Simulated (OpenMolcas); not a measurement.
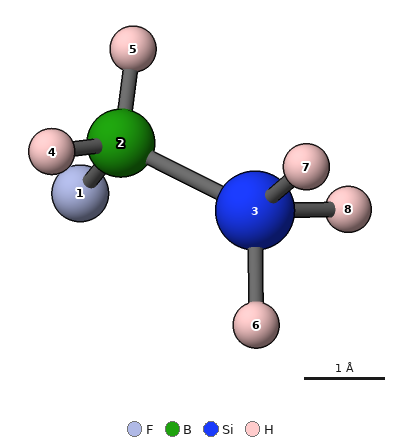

*The input geometry (ball-and-stick view, seen at a tilt; atoms are numbered from 1 in the order of the input).*

Bond lengths as drawn: B–F 1.46 Å, B–H 1.23 Å, B–Si 1.98 Å and H–Si 1.49 to 1.50 Å.

**Energy and gradient calculation, with input and output: BSiH5F (charge −1) (part 1 of 2)**

BSiH5F, charge −1, SMILES F[BH2-][SiH3], computed with TPSSh/aug-cc-pVDZ, RKS (OpenMolcas 26.06).

The geometry comes from this level: GFN2-xTB.

What the program printed
```
--- Start Module: gateway ---

                                              &GATEWAY

                       available to each process: 1.9 GB of memory, 1 thread

 Basis Set     1 Label: F.AUG-CC-PVDZ
 Basis set is read from library:.
 basistype.tbl is not found

 Basis Set     2 Label: B.AUG-CC-PVDZ
 Basis set is read from library:.
 basistype.tbl is not found

 Basis Set     3 Label: SI.AUG-CC-PVDZ
 Basis set is read from library:.
 basistype.tbl is not found

 Basis Set     4 Label: H.AUG-CC-PVDZ
 Basis set is read from library:.
 basistype.tbl is not found

++    Symmetry information:
      ---------------------

                    Character Table for C1

                             E
                    a        1  x, y, xy, Rz, z, xz, Ry, yz, Rx, I
--

++    Basis set information:
      ----------------------

      Basis set label: F.AUG-CC-PVDZ.........

      Electronic valence basis set:
      ------------------
      Associated Effective Charge   9.000000 au
      Associated Actual Charge      9.000000 au
      Nuclear Model: Point charge

      Shell  nPrim  nBasis  Cartesian Spherical Contaminant
         s      10       4        X
         p       5       3        X
         d       2       2                 X

      Basis set label: B.AUG-CC-PVDZ.........

      Electronic valence basis set:
      ------------------
      Associated Effective Charge   5.000000 au
      Associated Actual Charge      5.000000 au
      Nuclear Model: Point charge

      Shell  nPrim  nBasis  Cartesian Spherical Contaminant
         s      10       4        X
         p       5       3        X
         d       2       2                 X

      Basis set label: SI.AUG-CC-PVDZ.........

      Electronic valence basis set:
      ------------------
      Associated Effective Charge  14.000000 au
      Associated Actual Charge     14.000000 au
      Nuclear Model: Point charge

      Shell  nPrim  nBasis  Cartesian Spherical Contaminant
         s      13       5        X
         p       9       4        X
         d       2       2                 X

      Basis set label: H.AUG-CC-PVDZ.........

      Electronic valence basis set:
      ------------------
      Associated Effective Charge   1.000000 au
      Associated Actual Charge      1.000000 au
      Nuclear Model: Point charge

      Shell  nPrim  nBasis  Cartesian Spherical Contaminant
         s       5       3        X
         p       2       2        X
--

++    Molecular structure info:
      -------------------------

                    ************************************************
                    **** Cartesian Coordinates / bohr, angstrom ****
                    ************************************************

     Center  Label                x              y              z                     x              y              z
        1      F1              -3.661307       0.768325      -1.249033             -1.937480       0.406580      -0.660960
        2      B2              -0.943899       0.629260      -1.703399             -0.499490       0.332990      -0.901400
        3      SI3              0.859447      -0.518616       1.378593              0.454800      -0.274440       0.729520
        4      H4              -0.263692       2.748191      -2.356394             -0.139540       1.454280      -1.246950
        5      H5              -0.633550      -0.835278      -3.475868             -0.335260      -0.442010      -1.839350
        6      H6               0.706531       1.017712       3.739730              0.373880       0.538550       1.978980
        7      H7               3.670528      -0.761503       1.189942              1.942360      -0.402970       0.629690
        8      H8               0.265922      -3.048109       2.476410              0.140720      -1.612990       1.310460

                    ***************************************
                    *    InterNuclear Distances / bohr    *
                    ***************************************

               1 F1            2 B2            3 SI3           4 H4            5 H5            6 H6
    1 F1       0.000000
    2 B2       2.758639        0.000000
    3 SI3      5.384966        3.750781        0.000000
    4 H4       4.085327        2.319257        5.087593        0.000000
    5 H5       4.086275        2.320093        5.088723        3.772435        0.000000
    6 H6       6.635357        5.701094        2.821109        6.410821        7.569296        0.000000
    7 H7       7.876851        5.621262        2.827854        6.353939        6.348252        4.295615
    8 H8       6.623234        5.697150        2.820605        7.565288        6.413680        4.280306

               7 H7            8 H8
    7 H7       0.000000
    8 H8       4.298245        0.000000

                    *******************************************
                    *    InterNuclear Distances / angstrom    *
                    *******************************************

               1 F1            2 B2            3 SI3           4 H4            5 H5            6 H6
    1 F1       0.000000
    2 B2       1.459809        0.000000
    3 SI3      2.849601        1.984828        0.000000
    4 H4       2.161862        1.227298        2.692238        0.000000
    5 H5       2.162364        1.227740        2.692836        1.996287        0.000000
    6 H6       3.511280        3.016889        1.492867        3.392460        4.005499        0.000000
    7 H7       4.168250        2.974644        1.496436        3.362360        3.359350        2.273142
    8 H8       3.504864        3.014802        1.492600        4.003378        3.393973        2.265040

               7 H7            8 H8
    7 H7       0.000000
    8 H8       2.274534        0.000000

                    **************************************
                    *    Valence Bond Angles / degree    *
                    **************************************
                          Atom centers                 Phi
                      1 F1       2 B2       4 H4       106.81
                      1 F1       2 B2       5 H5       106.82
                      4 H4       2 B2       5 H5       108.81
                      6 H6       3 SI3      7 H7        99.00
                      6 H6       3 SI3      8 H8        98.70
                      7 H7       3 SI3      8 H8        99.10
--

            Nuclear Potential Energy             95.82709671 au

--- Stop Module: gateway /rc=_RC_ALL_IS_WELL_ ---

--- Start Module: seward ---

                                              &SEWARD

                       available to each process: 1.9 GB of memory, 1 thread

               SEWARD will generate:
                  Multipole Moment integrals up to order  2
                  Kinetic Energy integrals
                  Nuclear Attraction integrals (point charge)
                  One-Electron Hamiltonian integrals
                  Velocity integrals
                  Orbital angular momentum around ( -0.8272   0.0973  -0.0369 )
                  Velocity quadrupole around ( -0.8272   0.0973  -0.0369 )
                  Two-Electron Repulsion integrals

                   Integrals are discarded if absolute value <: 1.00E-14
                   Integral cutoff threshold is set to       <: 1.00E-16

            Nuclear Potential Energy             95.82709671 au

      Basis set specifications :
      Symmetry species         a
      Basis functions          118

--- Stop Module: seward /rc=_RC_ALL_IS_WELL_ ---
--- Module seward spent 5 seconds ---

--- Start Module: scf ---

                                                &SCF

                       available to each process: 1.9 GB of memory, 1 thread

 ###############################################################################
 ###     Minimized-density-differences option turned off!                    ###
 ###############################################################################
++    Input section:
      --------------

      Header of the integral files:

      Cartesian coordinates in angstrom:
      -----------------------------------------------------
      No.  Label        X            Y            Z
      -----------------------------------------------------
       1   F1        -1.93748000   0.40658000  -0.66096000
       2   B2        -0.49949000   0.33299000  -0.90140000
       3   SI3        0.45480000  -0.27444000   0.72952000
       4   H4        -0.13954000   1.45428000  -1.24695000
       5   H5        -0.33526000  -0.44201000  -1.83935000
       6   H6         0.37388000   0.53855000   1.97898000
       7   H7         1.94236000  -0.40297000   0.62969000
       8   H8         0.14072000  -1.61299000   1.31046000
      -----------------------------------------------------
      Nuclear repulsion energy =   95.82709671
--

++    Orbital specifications:
      -----------------------

      Symmetry species               1
                                     a
      Frozen orbitals                0
      Aufbau                        17
      Start temperature = 0.500
      End temperature   = 0.010
      Temperature Factor= 0.460
      Deleted orbitals               0
      Total number of orbitals     118
      Number of basis functions    118
--

      Molecular charge                          -1.000

      Numerical integration parameters
      --------------------------------
      Radial quadrature type:                         MHL
      Size of radial grid:                            99
      Lebedev angular grid:                           41
      Angular grid pruned with the crowding factor:  1.00E+10
                                 and fading factor:  1.00E+01
      Screening threshold for integral computation:   1.00E-11
      Radial quadrature accuracy:                     1.00E-25
      Maximum batch size:                             128
      AO values are stored on disk
      The same grid will be used for all iterations.

      DFT functional specifications
      -----------------------------
      Using Libxc version: 6.2.2
      Please cite the following reference:
      S. Lehtola, C. Steigemann, M. J.T. Oliveira, and M. A.L. Marques.,  SoftwareX 7, 1–5 (2018) doi:10.1016/j.softx.2017.11.002

      * TPSSh

++    Optimization specifications:
      ----------------------------

      SCF Algorithm: Conventional
      D(i)-D(i-1) density differences are used
      Number of density matrices in core                 5
      Maximum number of NDDO SCF iterations            400
      Maximum number of HF SCF iterations              400
      Threshold for SCF energy change             1.00E-10
      Threshold for density matrix                1.00E-07
      Threshold for Fock matrix                   1.00E-07
      Threshold for linear dependence             1.00E-09
      Threshold at which DIIS is turned on        1.50E-01
      Maximum depth in the DIIS procedure                5
      Maximum depth in the BFGS Hessian update          30
      Threshold at which QNR/C2DIIS is turned on  7.50E-02
      Threshold for Norm(delta) (QNR/C2DIIS)      1.00E-05
      All orbitals punched on: SCFORB
--

      Input vectors read from INPORB
      Orbital file label: *Guess orbitals

++ Convergence information
                                   [...]      iterations: Energy and convergence statistics

Iter     Tot. [...]      One-elec.       Two-elec.     Energy      Max Dij or  Max Fij      DNorm      TNorm      AccCon     Time
         Energy          Energy          Energy        Change      Delta Norm                                                in Sec.
   1  -413.242323422  -802.005417245   292.935997117   0.00E+00    1.24E-01*   3.71E-01*    1.57E+01   1.68E+02   None         6.
   2  -410.258736805  -775.217364345   269.131530834   2.98E+00*   9.62E-02*   8.49E-02*    6.40E+02   1.57E+02   EDIIS        5.
   3  -415.415613342  -801.328377441   290.085667393  -5.16E+00*   3.00E-01*   2.15E-01*    7.42E+01   1.65E+02   EDIIS        5.
   4  -406.830637283  -785.302950945   282.645216956   8.58E+00*   1.64E-01*   1.85E-01*    1.34E+02   1.66E+02   EDIIS        5.
   5  -417.062371662  -811.428757944   298.539289577  -1.02E+01*   5.65E-01*   1.38E-01*    1.57E+02   1.70E+02   EDIIS        5.
   6  -416.658382616  -801.674500004   289.189020682   4.04E-01*   9.30E-02*   4.63E-02*    3.25E+01   1.66E+02   EDIIS        5.
   7  -417.280640002  -808.497205658   295.389468950  -6.22E-01*   8.71E-02*   5.64E-02*    9.31E+00   1.68E+02   EDIIS        5.
   8  -417.244297178  -807.881312190   294.809918306   3.63E-02*   2.71E-02*   3.52E-02*    1.89E+00   1.69E+02   EDIIS        5.
   9  -417.304027623  -808.807367796   295.676243467  -5.97E-02*   2.79E-02*   1.24E-02*    5.62E-01   1.69E+02   EDIIS        5.
  10  -417.303027313  -808.386850740   295.256726722   1.00E-03*   4.71E-03*   7.17E-03*    6.26E-01   1.69E+02   EDIIS        5.

       Fermi aufbau procedure completed!
      nOcc=   17

  11  -417.305744429  -808.510586460   295.377745325  -2.72E-03*   4.61E-03*   1.37E-03*    1.24E-01   1.69E+02   c2DIIS       5.
  12  -417.305718031  -808.678690056   295.545875319   2.64E-05*   1.24E-02*   2.24E-03*    8.92E-02   1.69E+02   QNRc2DIIS    5.
  13  -417.305601192  -808.428142230   295.295444333   1.17E-04*   7.48E-03*   3.98E-03*    1.16E-01   1.69E+02   QNRc2DIIS    5.
  14  -417.305786999  -808.579712137   295.446828433  -1.86E-04*   7.79E-04*   2.11E-04*    6.46E-02   1.69E+02   QNRc2DIIS    5.
  15  -417.305788469  -808.582465916   295.449580742  -1.47E-06*   8.38E-05*   1.94E-05*    7.63E-03   1.69E+02   QNRc2DIIS    5.
  16  -417.305788480  -808.581897307   295.449012121  -1.15E-08*   1.57E-05*   2.47E-06*    7.84E-04   1.69E+02   QNRc2DIIS    5.
  17  -417.305788480  -808.582004345   295.449119159  -2.21E-10*   5.47E-06    8.67E-07*    2.39E-04   1.69E+02   QNRc2DIIS    5.
  18  -417.305788480  -808.581917159   295.449031973  -2.77E-11    1.21E-06    2.63E-07*    6.67E-05   1.69E+02   QNRc2DIIS    5.
  19  -417.305788480  -808.581934138   295.449048952  -4.21E-12    1.16E-07    1.76E-08     1.49E-05   1.69E+02   QNRc2DIIS    5.

       Convergence after  19 Iterations
--

 *****************************************************************************************************************************
 *                                             SCF/KS-DFT Program, Final results                                             *
 *                                                       Final Results                                                       *
 *****************************************************************************************************************************

::    Total KS-DFT energy                            -417.3057884804
      One-electron energy                            -808.5819341383
      Two-electron energy                             295.4490489522
      Nuclear repulsion energy                         95.8270967058
      Kinetic energy (interpolated)                   415.8120390855
      Virial theorem                                    1.0035923669
      Total spin, S(S+1)                                0.0000000000
      Total spin, S                                     0.0000000000
      Max non-diagonal density matrix element           0.0000000698
      Max non-diagonal Fock matrix element              0.0000000043

      All orbitals with orbital energies smaller than  E(LUMO)+0.5 are printed

++    Molecular orbitals:
      -------------------

      Title: RKS-DFT orbitals

      Molecular orbitals for symmetry species 1: a
```
